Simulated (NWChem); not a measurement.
# One shape, several levels: C2H6BS (SMILES [CH2]B(C)S)

We compute a comparison of 3 runs (UHF/STO-3G, UHF/3-21G, UB3LYP/6-31G*) of C2H6BS. 

Program for the calculation: NWChem 7.3.0.

## Step 1: The molecule

C2H6BS has 10 atoms, charge 0, and is taken as a doublet. As SMILES, `[CH2]B(C)S`. The coordinates come from a PBE0-D4/def2-TZVP relaxation. This is one conformer, not always the lowest.

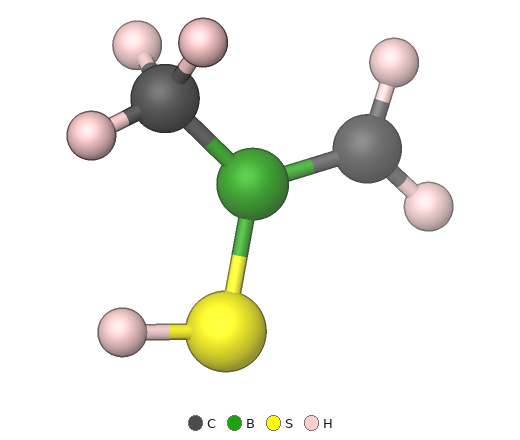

The structure, seen from a chosen angle (carbon dark grey, boron green, sulfur yellow, hydrogen pink).

## Step 2: Energy and gradient at UHF/STO-3G (run 1)

The input, c2h6bs.xyz:

```xyz
10

C     -1.347600     0.728200    -0.615700
B      0.025800     0.124300    -0.335600
C      0.392000    -0.530200     1.042800
S      1.179000     0.205800    -1.720200
H     -2.134400     0.746700     0.133900
H     -1.625600     1.172700    -1.567200
H     -0.198300    -1.444600     1.177900
H      0.112100     0.129900     1.870400
H      1.443700    -0.796500     1.159200
H      2.236400    -0.387500    -1.142600
```

The input, c2h6bs.nw:

```
start c2h6bs
memory 2200 mb

geometry units angstroms noautosym nocenter noautoz
 load format xyz c2h6bs.xyz
end

basis spherical bse
 * library STO-3G
end

scf
 doublet
 uhf
 thresh 1e-08
 maxiter 80
 noprint "final vectors analysis"
end

task scf gradient
```

The run is started by

```console
$ nwchem c2h6bs.nw > c2h6bs.out
```

The log of the run:

```text
[...]
  functions       =    30
[...]
  wavefunction    = UHF
[...]
         Total SCF energy =   -495.853927310175
      One electron energy =   -955.949220751766
      Two electron energy =    323.933812145093
 Nuclear repulsion energy =    136.161481296498
                       Sz =      0.5000
                 Sz(Sz+1) =      0.7500
                      S^2 =      0.7625
[...]
                         UHF ENERGY GRADIENTS
    atom               coordinates                        gradient
                 x          y          z           x          y          z
   1 C      -2.546595   1.376098  -1.163504    0.011709  -0.002371  -0.005113
   2 B       0.048755   0.234893  -0.634192   -0.023540  -0.002913   0.030482
   3 C       0.740773  -1.001933   1.970606    0.003761   0.006572  -0.015930
   4 S       2.227987   0.388906  -3.250707    0.004572   0.006241  -0.022010
   5 H      -4.033431   1.411058   0.253034   -0.001228  -0.000556   0.002843
   6 H      -3.071939   2.216082  -2.961579   -0.001273   0.001346  -0.002470
   7 H      -0.374733  -2.729898   2.225908   -0.005196  -0.006195   0.001299
   8 H       0.211838   0.245475   3.534543   -0.003373   0.004383   0.005865
   9 H       2.728197  -1.505167   2.190570    0.006306  -0.002221   0.001346
  10 H       4.226183  -0.732269  -2.159201    0.008262  -0.004286   0.003688
[...]
```

It took 2.7 s on 1 thread of Intel Xeon 6975P-C (Granite Rapids), shared host; peak memory 0.098 GiB.

## Step 3: Energy and gradient at UHF/3-21G (run 2)

The input, test.nw:

```
start test
title "C2H6BS"
memory 2200 mb
geometry units angstroms noautosym nocenter noautoz
   C    -1.347600    0.728200   -0.615700
   B     0.025800    0.124300   -0.335600
   C     0.392000   -0.530200    1.042800
   S     1.179000    0.205800   -1.720200
   H    -2.134400    0.746700    0.133900
   H    -1.625600    1.172700   -1.567200
   H    -0.198300   -1.444600    1.177900
   H     0.112100    0.129900    1.870400
   H     1.443700   -0.796500    1.159200
   H     2.236400   -0.387500   -1.142600
end
basis spherical bse
   * library 3-21G
end
scf
   nopen 1
   uhf
   thresh 1e-08
   maxiter 80
   print low
end
task scf gradient
```

The run is started by

```console
$ nwchem test.nw > test.out
```

The log of the run:

```text
[...]
  functions       =    52
[...]
  wavefunction    = UHF
[...]
         Total SCF energy =   -498.904138834508
      One electron energy =   -955.916020266257
      Two electron energy =    320.850400135252
 Nuclear repulsion energy =    136.161481296498
                       Sz =      0.5000
                 Sz(Sz+1) =      0.7500
                      S^2 =      0.7588
[...]
                         UHF ENERGY GRADIENTS
    atom               coordinates                        gradient
                 x          y          z           x          y          z
   1 C      -2.546595   1.376098  -1.163504    0.015825  -0.005744  -0.000044
   2 B       0.048755   0.234893  -0.634192    0.011185  -0.001646  -0.007910
   3 C       0.740773  -1.001933   1.970606   -0.001051   0.003643  -0.007709
   4 S       2.227987   0.388906  -3.250707   -0.013016   0.000910   0.010784
   5 H      -4.033431   1.411058   0.253034   -0.004776   0.000309   0.004073
   6 H      -3.071939   2.216082  -2.961579   -0.002235   0.002820  -0.005539
   7 H      -0.374733  -2.729898   2.225908   -0.002437  -0.002614   0.000498
   8 H       0.211838   0.245475   3.534543   -0.001739   0.002202   0.003010
   9 H       2.728197  -1.505167   2.190570    0.004396  -0.001008  -0.000283
  10 H       4.226183  -0.732269  -2.159201   -0.006154   0.001127   0.003120
[...]
```

Run time: 3.3 s. Hardware: 1 thread of Intel Xeon 6975P-C (Granite Rapids), shared host; peak memory 0.098 GiB.

## Step 4: Energy and forces at UB3LYP/6-31G(d) (Cartesian functions) (run 3)

The input, run.py:

```python
from ase import Atoms
from ase.calculators.nwchem import NWChem

system = Atoms(['C', 'B', 'C', 'S', 'H', 'H', 'H', 'H', 'H', 'H'], positions=[
    [-1.347600, 0.728200, -0.615700],
    [0.025800, 0.124300, -0.335600],
    [0.392000, -0.530200, 1.042800],
    [1.179000, 0.205800, -1.720200],
    [-2.134400, 0.746700, 0.133900],
    [-1.625600, 1.172700, -1.567200],
    [-0.198300, -1.444600, 1.177900],
    [0.112100, 0.129900, 1.870400],
    [1.443700, -0.796500, 1.159200],
    [2.236400, -0.387500, -1.142600],
])

calc = NWChem(
    label='geom',
    theory='dft',
    memory='2200 mb',
    basis='6-31G*',
    dft={'xc': 'b3lyp', 'mult': '2', 'grid': 'xfine', 'convergence': 'energy 1e-08', 'iterations': '100', 'mulliken': None},
)
system.calc = calc

forces = system.get_forces()
print(f"energy = {system.get_potential_energy():.6f} eV")
print("forces (eV/A):")
for s, f in zip(system.symbols, forces):
    print(f"{s:2s} {f[0]:10.5f} {f[1]:10.5f} {f[2]:10.5f}")
```

The run is started by

```console
$ export ASE_NWCHEM_COMMAND="nwchem PREFIX.nwi > PREFIX.nwo"
$ python run.py
```

The log of the run:

```text
energy = -13683.403761 eV
forces (eV/A):
C    -0.02571    0.00360    0.01378
B    -0.22857    0.06942    0.08181
C    -0.01162   -0.05122    0.09580
S     0.15524    0.07754   -0.37985
H    -0.09287    0.01748    0.04751
H    -0.06052    0.04906   -0.07595
H    -0.04155   -0.10583    0.03229
H    -0.00884    0.06130    0.10151
H     0.12110   -0.03846    0.04577
H     0.19340   -0.08289    0.03733
```

The calculator wrote geom.nwi:

```
title "geom"

permanent_dir geom

scratch_dir geom

start geom

geometry units angstrom nocenter noautosym noautoz
  C  -1.3475999999999999e+00 7.2819999999999996e-01 -6.1570000000000003e-01
  B  2.5800000000000000e-02 1.2429999999999999e-01 -3.3560000000000001e-01
  C  3.9200000000000002e-01 -5.3020000000000000e-01 1.0427999999999999e+00
  S  1.1790000000000000e+00 2.0580000000000001e-01 -1.7202000000000000e+00
  H  -2.1343999999999999e+00 7.4670000000000003e-01 1.3389999999999999e-01
  H  -1.6255999999999999e+00 1.1727000000000001e+00 -1.5671999999999999e+00
  H  -1.9830000000000000e-01 -1.4446000000000001e+00 1.1778999999999999e+00
  H  1.1210000000000001e-01 1.2989999999999999e-01 1.8704000000000001e+00
  H  1.4437000000000000e+00 -7.9649999999999999e-01 1.1592000000000000e+00
  H  2.2364000000000002e+00 -3.8750000000000001e-01 -1.1426000000000001e+00
end

memory 2200 mb

basis noprint
   * library 6-31G*
end

dft
  xc b3lyp
  mult 2
  grid xfine
  convergence energy 1e-08
  iterations 100
  mulliken
end

task dft gradient
```

geom.nwo:

```text
Northwest Computational Chemistry Package (NWChem) 7.3.0
             --------------------------------------------------------

           Job information
           ---------------

    nwchem branch   = 7.3.0
    use scalapack   = T
    input           = geom.nwi
    prefix          = geom.
    data base       = geom/geom.db
    status          = startup
    nproc           =        1

           Memory information
           ------------------

    heap     =     72089596 doubles =      550.0 Mbytes
    stack    =     72089601 doubles =      550.0 Mbytes
    global   =    144179200 doubles =     1100.0 Mbytes (distinct from heap & stack)
    total    =    288358397 doubles =     2200.0 Mbytes
    verify   = yes
    hardfail = no

           Directory information
           ---------------------

  0 permanent = geom
  0 scratch   = geom

                                NWChem Input Module
                                -------------------

                                       geom
                                       ----

[... 26 lines left out ...]
            Nuclear Dipole moment (a.u.)
[... 85 lines left out ...]
          Convergence on energy requested:  1.00D-08
[... 25 lines left out ...]
          Spatial weights used:  Erf1
[... 4 lines left out ...]
          total energy or number of iterations.
[... 28 lines left out ...]
 2-e energy   =     317.542099
[... 60 lines left out ...]
      One electron energy =     -959.625019898412
[... 2 lines left out ...]
 Nuclear repulsion energy =      136.161481296498
[... 1196 lines left out ...]
          Convergence on energy requested:  1.00D-08
[... 25 lines left out ...]
          Spatial weights used:  Erf1
[... 4 lines left out ...]
          total energy or number of iterations.
[... 18 lines left out ...]
                            NWChem DFT Gradient Module
                            --------------------------

                                       geom

  charge          =   0.00
  wavefunction    = open shell

                         DFT ENERGY GRADIENTS

    atom               coordinates                        gradient
                 x          y          z           x          y          z
   1 C      -2.546595   1.376098  -1.163504    0.000500  -0.000070  -0.000268
   2 B       0.048755   0.234893  -0.634192    0.004445  -0.001350  -0.001591
   3 C       0.740773  -1.001933   1.970606    0.000226   0.000996  -0.001863
[... 6 lines of this table left out ...]
  10 H       4.226183  -0.732269  -2.159201   -0.003761   0.001612  -0.000726

                 ----------------------------------------
                 |  Time  |  1-e(secs)   |  2-e(secs)   |
                 ----------------------------------------
                 |  CPU   |       0.00   |       2.02   |
                 ----------------------------------------
                 |  WALL  |       0.00   |       2.02   |
                 ----------------------------------------

 Task  times  cpu:       53.6s     wall:       53.6s
 Total times  cpu:       53.7s     wall:       53.7s
```

It took 55 s on 1 thread of Intel Xeon 6975P-C (Granite Rapids), shared host; peak memory 0.15 GiB.

## Step 5: The series

```
run                                level  Cartesian functions  iteration cap  energy (Eh)  dipole moment (D)   ⟨S²⟩  largest force (eV/Å)  wall time
  1                           UHF/STO-3G                   no             80  -495.853927               0.71  0.762                 1.986      2.7 s
  2                            UHF/3-21G                   no             80  -498.904139                  –  0.759                 0.870      3.3 s
  3  UB3LYP/6-31G* (Cartesian functions)                  yes            100  -502.855817               1.17  0.754                 0.418       55 s
```

## Step 6: What came out

```
                                 quantity          value
                      run 3: total energy  -502.85582 Eh
                     run 3: dipole moment         1.17 D
run 3: HOMO energy (highest over α and β)       -6.38 eV
 run 3: LUMO energy (lowest over α and β)       -2.95 eV
                              run 3: ⟨S²⟩          0.754
          run 3: largest force on an atom     0.418 eV/Å
```

**Reading.** In run 1 the basis is minimal, so the values are rough. All runs together took 61 s, the longest 55 s.
